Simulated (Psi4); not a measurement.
**AlBH6 (charge +1): energy and gradient calculation (part 1 of 2)**

AlBH6 (H2Al(BH4)), charge +1, multiplicity 2, computed with r2SCAN/def2-TZVP, UKS (Psi4 1.11).

The geometry is that of the parent species in another charge or spin state. The geometry comes from this level: GFN2-xTB.

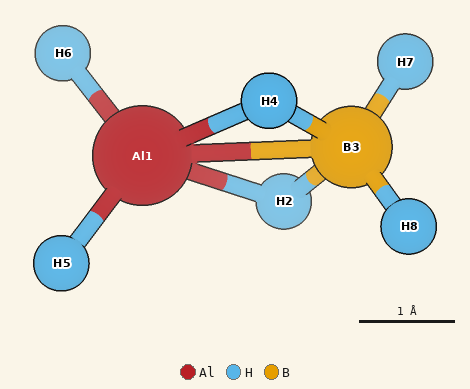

Figure 1. The input geometry (ball-and-stick view, seen at a tilt; atoms are numbered from 1 in the order of the input). Sticks mark near contacts. Bond lengths as drawn: Al–B 2.22 Å, Al–H 1.55 to 1.76 Å and B–H 1.18 to 1.30 Å.

**Results in brief**

| quantity | value |
| --- | --- |
| outcome | converged |
| total energy | −270.429536 hartree |
| basis functions | 104 |
| largest force | 2.634 eV/Å |
| ⟨S²⟩ | 0.763 |
| hardware | 1 thread of Intel Xeon @ 2.50GHz (Skylake/Cascade Lake), 16 GiB of memory available, shared host |
| wall time | 2.3 min |
| peak memory | 0.72 GiB |

**Input file (job.py)**
```python
import psi4

psi4.set_memory(1600000000)
psi4.set_num_threads(1)
psi4.core.set_output_file('albh6.out', False)

geom = psi4.geometry("""
1 2
Al    -0.872330    -0.514150    -0.478720
H      0.096830     0.945450    -0.494590
B      0.854410     0.502140     0.466870
H      0.387400    -0.681460     0.733140
H     -0.754240    -1.432160    -1.724810
H     -2.325190    -0.376490     0.049730
H      0.669960     1.182470     1.410950
H      1.943150     0.374200     0.037420
symmetry c1
""")

psi4.set_options({
    'reference': 'uks',
    'puream': True,
    'e_convergence': 1e-09,
    'd_convergence': 1e-08,
    'scf_type': 'pk',
    'dft_radial_points': 99,
    'dft_spherical_points': 590,
    'maxiter': 200,
})

E, wfn = psi4.gradient('r2scan/def2-TZVP', molecule=geom, return_wfn=True)
psi4.oeprop(wfn, 'WIBERG_LOWDIN_INDICES', 'LOWDIN_CHARGES', 'QUADRUPOLE')
print('gradient / Eh bohr^-1')
print(E.np.round(6))
print(f'energy = {wfn.energy():.10f} Eh')
```

Launched with:
```bash
python job.py
```

**What the program printed**
```
gradient() will perform analytic gradient computation.

   => Loading Basis Set <=

    Name: DEF2-TZVP
    Role: ORBITAL
    Keyword: BASIS

         ---------------------------------------------------------
                                   SCF
                              UKS Reference
                        1 Threads,   1525 MiB Core
         ---------------------------------------------------------

  ==> Geometry <==

    Molecular point group: c1
    Full point group: C1

    Geometry (in Angstrom), charge = 1, multiplicity = 2:

       Center              X                  Y                   Z               Mass
    ------------   -----------------  -----------------  -----------------  -----------------
         AL          -0.551871288099    -0.324943396070    -0.302399744981    26.981538530000
         H            0.417288711901     1.134656603930    -0.318269744981     1.007825032230
         B            1.174868711901     0.691346603930     0.643190255019    11.009305360000
         H            0.707858711901    -0.492253396070     0.909460255019     1.007825032230
         H           -0.433781288099    -1.242953396070    -1.548489744981     1.007825032230
         H           -2.004731288099    -0.187283396070     0.226050255019     1.007825032230
         H            0.990418711901     1.371676603930     1.587270255019     1.007825032230
         H            2.263608711901     0.563406603930     0.213740255019     1.007825032230

  Running in c1 symmetry.

  Rotational constants: A =      2.21100  B =      0.30390  C =      0.28658 [cm^-1]
  Rotational constants: A =  66284.20915  B =   9110.78569  C =   8591.51039 [MHz]
  Nuclear repulsion =   50.055727267243114

  Charge       = 1
  Multiplicity = 2
  Electrons    = 23
  Nalpha       = 12
  Nbeta        = 11

  ==> Algorithm <==

  SCF Algorithm Type is PK.
  DIIS enabled.
  MOM disabled.
  Fractional occupation disabled.
  Guess Type is SAD.
  Energy threshold   = 1.00e-09
  Density threshold  = 1.00e-08
  Integral threshold = 1.00e-12

  ==> Primary Basis <==

  Basis Set: DEF2-TZVP
    Blend: DEF2-TZVP
    Number of shells: 48
    Number of basis functions: 104
    Number of Cartesian functions: 114
    Spherical Harmonics?: true
    Max angular momentum: 3

  ==> DFT Potential <==

   => LibXC <=

    Version 7.1.2

   => Composite Functional: R2SCAN <=

    r2SCAN Meta-GGA XC Functional  (0.1021/acs.jpclett.0c02405)

    Deriv               =              1
    GGA                 =           TRUE
    Meta                =           TRUE

    Exchange Hybrid     =          FALSE
    MP2 Hybrid          =          FALSE

   => Exchange Functionals <=

    1.0000   XC_MGGA_X_R2SCAN

   => Correlation Functionals <=

    1.0000   XC_MGGA_C_R2SCAN

   => LibXC Density Thresholds  <==

    XC_MGGA_C_R2SCAN:  1.00E-15
    XC_MGGA_X_R2SCAN:  1.00E-11

   => Molecular Quadrature <=

    Radial Scheme          =       TREUTLER
    Pruning Scheme         =           NONE
    Nuclear Scheme         =       TREUTLER

    Blocking Scheme        =         OCTREE
    BS radius alpha        =              1
    Pruning alpha          =              1
    Radial Points          =             99
    Spherical Points       =            590
    Total Points           =         443960
    Total Blocks           =           3178
    Max Points             =            256
    Max Functions          =            103
    Weights Tolerance      =       1.00E-15

  ==> Integral Setup <==

  Using in-core PK algorithm.
   Calculation information:
      Number of atoms:                   8
      Number of AO shells:              48
      Number of primitives:             83
      Number of atomic orbitals:       114
      Number of basis functions:       104

      Integral cutoff                 1.00e-12
      Number of threads:                 1

  Performing in-core PK
  Using 29817060 doubles for integral storage.
  We computed 657431 shell quartets total.
  Whereas there are 692076 unique shell quartets.

  ==> DiskJK: Disk-Based J/K Matrices <==

    J tasked:                  Yes
    K tasked:                   No
    wK tasked:                  No
    Memory [MiB]:              892
    Schwarz Cutoff:          1E-12

  Cached 8.3% of DFT collocation blocks in 0.238 [GiB].

  Minimum eigenvalue in the overlap matrix is 1.1503741196E-03.
  Reciprocal condition number of the overlap matrix is 1.5061374893E-04.
    Using symmetric orthogonalization.

  ==> Pre-Iterations <==

  SCF Guess: Superposition of Atomic Densities via on-the-fly atomic UHF (no occupation information).

   -------------------------
    Irrep   Nso     Nmo
   -------------------------
     A        104     104
   -------------------------
    Total     104     104
   -------------------------

  ==> Iterations <==

                        Total Energy        Delta E     RMS |[F,P]|

   @UKS iter SAD:  -270.26287517828240   -2.70263e+02   0.00000e+00
   @UKS iter   1:  -270.20801952391150    5.48557e-02   5.38828e-03 DIIS/ADIIS
   @UKS iter   2:  -269.65132503900259    5.56694e-01   8.22218e-03 DIIS/ADIIS
   @UKS iter   3:  -270.38952694024880   -7.38202e-01   1.70616e-03 DIIS/ADIIS
   @UKS iter   4:  -270.34199037303637    4.75366e-02   2.38384e-03 DIIS/ADIIS
   @UKS iter   5:  -270.42502620669393   -8.30358e-02   5.68591e-04 DIIS/ADIIS
   @UKS iter   6:  -270.42946231017578   -4.43610e-03   9.20390e-05 DIIS
   @UKS iter   7:  -270.42913534315079    3.26967e-04   1.68056e-04 DIIS/ADIIS
   @UKS iter   8:  -270.42949475569799   -3.59413e-04   5.39041e-05 DIIS
   @UKS iter   9:  -270.42953086459141   -3.61089e-05   1.92391e-05 DIIS
   @UKS iter  10:  -270.42953619452373   -5.32993e-06   2.24232e-06 DIIS
   @UKS iter  11:  -270.42953623913604   -4.46123e-08   1.25997e-06 DIIS
   @UKS iter  12:  -270.42953625692729   -1.77913e-08   3.03740e-07 DIIS
   @UKS iter  13:  -270.42953625799447   -1.06718e-09   1.39993e-07 DIIS
   @UKS iter  14:  -270.42953625821559   -2.21121e-10   4.01473e-08 DIIS
   @UKS iter  15:  -270.42953625823640   -2.08047e-11   8.85952e-09 DIIS
  Energy and wave function converged.

  ==> Post-Iterations <==

   Electrons on quadrature grid:
      Nalpha   =   12.0000006447 ; deviation = 6.447e-07
      Nbeta    =   11.0000006453 ; deviation = 6.453e-07
      Ntotal   =   23.0000012901 ; deviation = 1.290e-06

   @Spin Contamination Metric:   1.329680854E-02
   @S^2 Expected:                7.500000000E-01
   @S^2 Observed:                7.632968085E-01
   @S   Expected:                5.000000000E-01
   @S   Observed:                5.000000000E-01

    Orbital Energies [Eh]
    ---------------------

    Alpha Occupied:

       1A    -56.038683     2A     -6.844598     3A     -4.349162
       4A     -2.889450     5A     -2.886521     6A     -2.883343
       7A     -0.787219     8A     -0.658067     9A     -0.585269
      10A     -0.575118    11A     -0.565855    12A     -0.548752

    Alpha Virtual:

      13A     -0.278893    14A     -0.224795    15A     -0.187355
      16A     -0.175129    17A     -0.130681    18A     -0.106070
      19A     -0.093875    20A     -0.068542    21A     -0.030186
      22A     -0.025940    23A     -0.015015    24A     -0.005673
      25A      0.009175    26A      0.057221    27A      0.063211
      28A      0.090334    29A      0.091536    30A      0.141133
      31A      0.142982    32A      0.143716    33A      0.175040
      34A      0.180035    35A      0.228026    36A      0.249111
      37A      0.277285    38A      0.281560    39A      0.374026
      40A      0.392317    41A      0.413951    42A      0.445819
      43A      0.473826    44A      0.485579    45A      0.526262
      46A      0.530410    47A      0.544360    48A      0.571252
      49A      0.586492    50A      0.622086    51A      0.628292
      52A      0.637496    53A      0.655551    54A      0.657497
      55A      0.723487    56A      0.766026    57A      0.791244
      58A      0.814697    59A      0.871494    60A      1.216498
      61A      1.335473    62A      1.336078    63A      1.378604
      64A      1.415906    65A      1.471994    66A      1.487281
      67A      1.508554    68A      1.565279    69A      1.581276
      70A      1.622635    71A      1.630651    72A      1.681323
      73A      1.692687    74A      1.740563    75A      1.756840
      76A      1.845349    77A      1.869416    78A      1.878705
      79A      1.882364    80A      2.043609    81A      2.075422
      82A      2.092857    83A      2.125619    84A      2.135875
      85A      2.149813    86A      2.203584    87A      2.308077
      88A      2.397356    89A      2.464349    90A      2.557387
      91A      2.578989    92A      2.627103    93A      2.832491
      94A      2.836502    95A      2.837726    96A      2.895492
      97A      2.947033    98A      3.153896    99A      3.307430
     100A      7.352130   101A      8.972128   102A      9.008146
     103A      9.258183   104A     14.441612

    Beta Occupied:

       1A    -56.038081     2A     -6.843134     3A     -4.348807
       4A     -2.889366     5A     -2.884237     6A     -2.883395
       7A     -0.781889     8A     -0.620015     9A     -0.575309
      10A     -0.547122    11A     -0.531280

    Beta Virtual:

      12A     -0.505485    13A     -0.278332    14A     -0.208327
      15A     -0.173783    16A     -0.169407    17A     -0.122365
      18A     -0.102471    19A     -0.078985    20A     -0.060393
      21A     -0.023104    22A     -0.015018    23A     -0.014835
      24A      0.005811    25A      0.028486    26A      0.061138
      27A      0.075083    28A      0.098771    29A      0.105776
      30A      0.157867    31A      0.160108    32A      0.160492
      33A      0.178144    34A      0.188965    35A      0.232603
      36A      0.260694    37A      0.306296    38A      0.312667
      39A      0.395673    40A      0.398469    41A      0.431613
      42A      0.463423    43A      0.488911    44A      0.511493
      45A      0.543387    46A      0.545271    47A      0.572233
      48A      0.592147    49A      0.600576    50A      0.638449
      51A      0.643344    52A      0.657796    53A      0.674513
      54A      0.699276    55A      0.740140    56A      0.783627
      57A      0.817208    58A      0.825006    59A      0.901712
      60A      1.239100    61A      1.360436    62A      1.365176
      63A      1.410048    64A      1.421273    65A      1.503656
      66A      1.509147    67A      1.561021    68A      1.582361
      69A      1.647479    70A      1.671166    71A      1.703394
      72A      1.704157    73A      1.726081    74A      1.763129
      75A      1.790113    76A      1.879829    77A      1.883751
      78A      1.939615    79A      1.953059    80A      2.065876
      81A      2.113413    82A      2.141260    83A      2.151304
      84A      2.158447    85A      2.224664    86A      2.261860
      87A      2.338826    88A      2.406463    89A      2.577394
      90A      2.597719    91A      2.654656    92A      2.685870
      93A      2.843179    94A      2.846494    95A      2.875179
      96A      2.937701    97A      2.960630    98A      3.185510
      99A      3.336867   100A      7.360592   101A      8.976362
     102A      9.019268   103A      9.268429   104A     14.443073

    Final Occupation by Irrep:
              A
    DOCC [    11 ]
    SOCC [     1 ]
    NA   [    12 ]
    NB   [    11 ]

  @UKS Final Energy:  -270.42953625823640

   => Energetics <=

    Nuclear Repulsion Energy =             50.0557272672431139
    One-Electron Energy =                -466.6033278278855505
    Two-Electron Energy =                 170.7063899325468981
    DFT Exchange-Correlation Energy =     -24.5883256301408721
    Empirical Dispersion Energy =           0.0000000000000000
    VV10 Nonlocal Energy =                  0.0000000000000000
    Total Energy =                       -270.4295362582363964

  UHF NO Occupations:
  HONO-2 :   10  A 1.9987320
  HONO-1 :   11  A 1.9949733
  HONO-0 :   12  A 1.0000000
  LUNO+0 :   13  A 0.0050267
  LUNO+1 :   14  A 0.0012680
  LUNO+2 :   15  A 0.0003355
  LUNO+3 :   16  A 0.0000194

Computation Completed
```
